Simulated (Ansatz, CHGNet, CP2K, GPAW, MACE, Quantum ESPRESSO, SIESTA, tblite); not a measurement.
# Random packing of P38S62 (at. %) (64 atoms) in GPAW, part 2 of 2

Wanted: GPAW inputs and outputs for random packing of P38S62 (at. %) (64 atoms), checked against a plane-wave reference.

Program: GPAW 26.7.0; the method stands at each step. Banners, paths, timers and routine set-up lines are dropped from the logs unmarked, and long logs keep their key lines alone; longer cuts are marked.

So far. Step 4 (PBE, LCAO szp(dzp), h 0.2 Å): Against the first run (13 %), the force difference from the reference is 34 %, at 0.84 times the CPU time, with 576 basis functions against 832: the smaller basis costs accuracy. Step 5 (PBE, LCAO dzp, h 0.22 Å): Against the first run (13 %), the force difference from the reference is 14 %, at 0.78 times the CPU time.

## Step 6: PBE, LCAO dzp, h 0.2 Å, other mixer settings

Method: Kohn-Sham DFT, PBE, PAW, atomic orbitals (dzp).

The input, run.py:

```python
import numpy as np
from ase.io import read
from gpaw import GPAW, FermiDirac, Mixer

atoms = read("structure.xyz")
atoms.calc = GPAW(
    mode="lcao",
    basis="dzp",
    h=0.2,
    xc="PBE",
    kpts={"size": (1, 1, 1), "gamma": True},
    occupations=FermiDirac(0.05),
    mixer=Mixer(0.1, 5, 50),
    maxiter=200,
    symmetry={"point_group": False},
    txt="gpaw.txt",
)
energy = atoms.get_potential_energy(force_consistent=True)
forces = atoms.get_forces()
print(f"energy {energy:.6f} eV")
print("forces (eV/A)")
for i, (a, f) in enumerate(zip(atoms, forces)):
    print(f"{i:4d} {a.symbol:2s} {f[0]:10.5f} {f[1]:10.5f} {f[2]:10.5f}")
print(f"Fermi level {atoms.calc.get_fermi_level():.4f} eV")
for k in range(len(atoms.calc.get_ibz_k_points())):
    for s in range(atoms.calc.get_number_of_spins()):
        e = atoms.calc.get_eigenvalues(kpt=k, spin=s)
        n = np.searchsorted(e, atoms.calc.get_fermi_level())
        print(f"k {k} spin {s} levels about the Fermi level:", np.round(e[max(n - 6, 0):n], 4).tolist(), "|", np.round(e[n:n + 6], 4).tolist())
```

The input, structure.xyz:

```xyz
64
Lattice="11.72110 0.00000 0.00000 0.00000 11.72110 0.00000 0.00000 0.00000 11.72110" Properties=species:S:1:pos:R:3 pbc="T T T"
[... 64 atom lines left out: the same atoms as in the first run ...]
```

The run is started by

```console
> OMP_NUM_THREADS=1 python run.py > output.txt
```

The log of the run:

```text
energy -217.888431 eV
forces (eV/A)
   0 P    -0.18581   -0.58966    0.10477
   1 P    -0.03610   -0.71125   -0.52638
   2 P    -0.79205   -0.59564    0.48643
   3 P     0.22767   -0.09943    1.06605
   4 P     0.69626    0.40442   -0.43535
   5 P     0.67342    1.41779   -0.00916
[...]
61 S     0.74712   -1.48337   -0.84754
  62 S    -0.43485    0.07104    0.81268
  63 S    -0.17451    0.22237   -0.46361
Fermi level 3.0994 eV
k 0 spin 0 levels about the Fermi level: [2.9516, 2.9708, 2.9756, 3.0068, 3.0399, 3.047] | [3.1065, 3.1632, 3.2217, 3.2489, 3.2967, 3.3208]
```

gpaw.txt:

```text
Input parameters:
  mode=LCAO(),
  basis={'default': 'dzp'},
  h=0.2,
  kpts=MonkhorstPack(size=(1, 1, 1), gamma=True),
  maxiter=200,
[... lines left out ...]
  occupations=Occupations(name='fermi-dirac', width=0.05, fixmagmom=False),
[... lines left out ...]
  Fermi-Dirac:
[... lines left out ...]
convergence criteria:
- Maximum [total energy] change in last 3 cyles: 0.0005 eV / valence electron
[... lines left out ...]
Converged in 34 steps
[... lines left out ...]
  Free energy:    -217.888431
[... lines left out ...]
Fermi level: 3.099
[... lines left out ...]
|        ... |               |           |
|        219 |         4.878 |     0.000 |
Gap: 0.059 eV
Transition (v -> c):
  (s=0, k=0, n=179, [0.00, 0.00, 0.00]) -> (s=0, k=0, n=180, [0.00, 0.00, 0.00])
No difference between direct/indirect transitions
Force computation time: 6.697  # s
timing:  # [seconds]
  Total:  144.725  # ━━━━━━━━━━━━━━━━━━━━━━━━━━━━━━━━━━━━━━━━━━━━━━━━━━━━━━━━
  Init:     6.021  # ━━╸
  SCF:    131.982  # ━━━━━━━━━━━━━━━━━━━━━━━━━━━━━━━━━━━━━━━━━━━━━━━━━━━
  Forces:   6.697  # ━━╸
```

The job ended after 2.4 min (1 thread of Arm Neoverse V2, shared host; peak memory 1.1 GiB).

Numbers from this run, and their distance from the reference:

```yaml
r_m_s_force_component: 0.8941 eV/Å
r_m_s_difference_of_force_components: 127.4 meV/Å
longest_difference_of_force_vectors: 463.7 meV/Å
force_difference_over_r_m_s_force: 13.43 %
slope_of_forces_against_the_reference_s: 0.9351
correlation_of_force_components: 0.9922
energy_less_the_same_level_run_s: 0.0001 meV/atom
r_m_s_force_difference_from_the_same_level_run: 5.048 meV/Å
```

Against the first run (13 %), the force difference from the reference is 13 %, at 1.4 times the CPU time (34 SCF steps against 23): another solver or mixer reaches the same state.

## Step 7: Side by side

Differences are against the plane-wave reference, forces as r.m.s. over components; share is that over the reference's r.m.s. force, slope the least-squares factor from reference forces to these. Total energies of different programs have different zeros and aren't compared.

| run | Δ force, r.m.s. (meV/Å) | share (%) | slope | Δ pressure (GPa) | cores | CPU time | memory (GiB) |
| --- | --- | --- | --- | --- | --- | --- | --- |
| reference | - | - | - | - | 4 | 49 s | 1.5 |
| GPAW PBE, LCAO dzp, h 0.2 Å | 125 | 13.2 | 0.937 | - | 1 | 1.7 min | 1.2 |
| GPAW PBE, plane waves 550 eV | 7.08 | 0.746 | 0.996 | 0.0024 | 2 | 6.7 min | 1.5 |
| GPAW PBE, LCAO szp(dzp), h 0.2 Å (coarse) | 322 | 34.0 | 0.804 | - | 1 | 87 s | 1.2 |
| GPAW PBE, LCAO dzp, h 0.22 Å (coarse) | 129 | 13.6 | 0.937 | - | 1 | 81 s | 0.85 |
| GPAW PBE, LCAO dzp, h 0.2 Å, other mixer settings | 127 | 13.4 | 0.935 | - | 1 | 2.4 min | 1.1 |

Rows marked coarse were listed beforehand as settings not expected to be converged; some can still land near the reference.

CPU time is summed over cores on a shared host, where runs went side by side, so it is rough. Symmetry, cutoffs, thresholds, outputs and thread counts weren't matched or tuned between programs; memory under MPI is the largest rank's times the ranks.

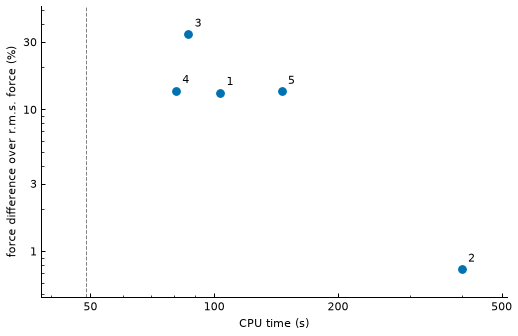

Force difference against CPU time; the dashed line marks the reference's time. Points: 1 GPAW PBE, LCAO dzp, h 0.2 Å; 2 GPAW PBE, plane waves 550 eV; 3 GPAW PBE, LCAO szp(dzp), h 0.2 Å; 4 GPAW PBE, LCAO dzp, h 0.22 Å; 5 GPAW PBE, LCAO dzp, h 0.2 Å, other mixer settings.

Within one program, basis, potentials and functional, energies share a zero. Each run against its twin at the usual cutoff or grid and solver:

| run | twin | Δ energy (meV/atom) | Δ force, r.m.s. (meV/Å) | CPU time over the twin's |
| --- | --- | --- | --- | --- |
| GPAW PBE, LCAO dzp, h 0.22 Å | LCAO dzp, h 0.2 Å | 39.7 | 40.6 | 0.78 |
| GPAW PBE, LCAO dzp, h 0.2 Å, other mixer settings | LCAO dzp, h 0.2 Å | 1.0e-4 | 5.05 | 1.4 |

## Step 8: Summary of results

| Property | Result |
| --- | --- |
| nearest in forces | GPAW PBE, plane waves 550 eV, 0.75 % |
| its CPU time | 6.7 min |

**Reading.** PBE on plane waves or a grid with other potentials, cutoffs or grids, coarse settings apart, differs from the reference by 0.75 % (GPAW PBE, plane waves 550 eV) of the r.m.s. force; this holds the reference's own error, so differences of a few per cent don't tell which side is nearer the exact PBE result. The PBE runs in local orbitals, coarse settings apart, differ by 13 % in each run; basis, grid and potentials can all enter. Runs with settings chosen to be coarse differ by 14 % (GPAW PBE, LCAO dzp, h 0.22 Å) to 34 % (GPAW PBE, LCAO szp(dzp), h 0.2 Å), their programs' other errors included. None of the electronic-structure runs in the table takes under half the reference's CPU time of 49 s; they take 1.7 to 8.2 times as much. The reference's pressure of -8.8 GPa belongs to a cell and atoms that aren't relaxed at this level. The electronic-structure runs sample only Γ, in a cell whose shortest periodic width is 12 Å, which is coarse for a cell with partly filled levels.

[Also dropped from logs without a mark: logging warnings of Python, and SIESTA's first energy breakdown and zero terms.]

[Logs are printed without paths, hosts, clocks, repeated set-up lines and the standing remarks that a program may print on its own settings, such as how far it seeks lower states.]

[Hosts, paths, dates, database ids (printed as entryN), source tags and the programs' standing remarks are cut or masked in the printed files.]
